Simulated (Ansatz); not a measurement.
**BH2Sb: density, localisation and related maps**

The calculation's input:

```
crystal:
  periodic: [false, false, false]
  atoms:
    - {symbol: B, position_ang: [-2.231663, -0.610163, -0.350744]}
    - {symbol: Sb, position_ang: [-1.422911, -1.934415, -1.613992]}
    - {symbol: H, position_ang: [-2.842731, 0.162559, 0.329011]}
    - {symbol: H, position_ang: [-0.948288, -0.804214, -0.055583]}
basis:
  gaussian:
    orbitals: def2-TZVPD
magnetization:
  spin_polarized: false
  initial_magnetization: 0
hamiltonian:
  xc: pbe0
output: {forces: true, orbitals: {seedname: orbitals}}
```

Launched as:

```sh
ansatz run input.yaml --threads 1 --pin off --max-ram 2610MiB --events-out events.jsonl --progress --plain --runs-dir runs
```

Geometry: PBE0-D3(BJ)/def2-SVP; core potentials replace the inner electrons of Sb.

All numbers below come from isolated molecule in a Gaussian basis; Kohn-Sham density functional theory, functional PBE0 (Ansatz).

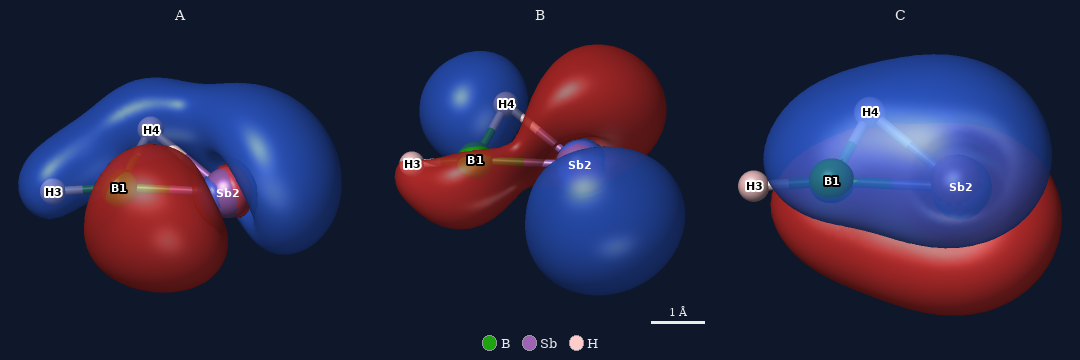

Figure 1. Three frontier orbitals at ±0.08 Å⁻³ᐟ² (blue and red are the two phases), in no order.

Which picture is the HOMO−1, the HOMO and the LUMO?

A is the HOMO−1 (−7.63 eV). It lies mainly on Sb2 (about 60 %), B1 (about 30 %) and H4 (about 5 %); it is symmetric in the molecular plane (an in-plane orbital: σ, lone-pair or in-plane π type). C is the HOMO (−6.30 eV). Its weight (Hirshfeld) is mainly on Sb2 (about 70 %) and B1 (about 25 %); it changes sign across the molecular plane (π type); π-bonding across B1–Sb2. B is the LUMO (−2.70 eV). It lies mainly on Sb2 (about 75 %), B1 (about 15 %) and H4 (about 10 %); it is symmetric in the molecular plane (an in-plane orbital: σ, lone-pair or in-plane π type).

What is the HOMO–LUMO gap?

3.60 eV between the orbital energies.

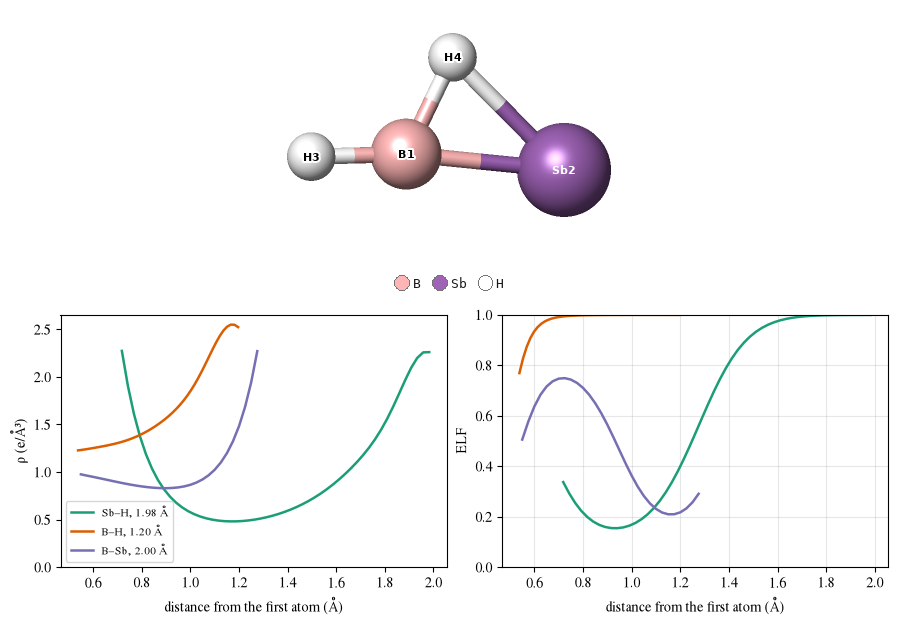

Figure 2. Electron density and ELF along straight lines between neighbouring atoms. The curves leave out the atomic cores. The structure is drawn too.

What can be read from the curves?

Sb–H (1.98 Å): ρ is about 0.59 e/Å³ halfway; the ELF climbs to about 1 towards the hydrogen.
B–H (1.20 Å): ρ at the midpoint is about 1.3 e/Å³; the ELF climbs to about 1 towards the hydrogen: an ordinary covalent bond to hydrogen.
B–Sb (2.00 Å): ρ is about 0.87 e/Å³ halfway; the ELF peaks at about 0.75 in the valence shell of B, 0.7 Å from its nucleus, and drops to about 0.20 between the two atoms.

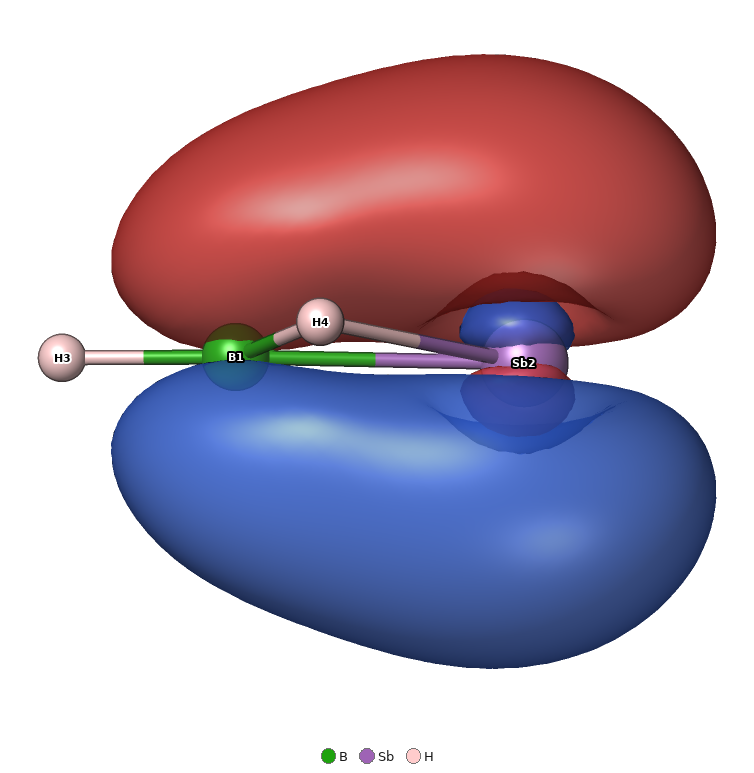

Figure 3. One frontier orbital at ±0.1 Å⁻³ᐟ² (blue and red are the two phases), seen from one side.

Which orbital is it: HOMO or LUMO?

The HOMO, at −6.30 eV. It lies mainly on Sb2 (about 70 %) and B1 (about 25 %); it changes sign across the molecular plane (π type); π-bonding across B1–Sb2.
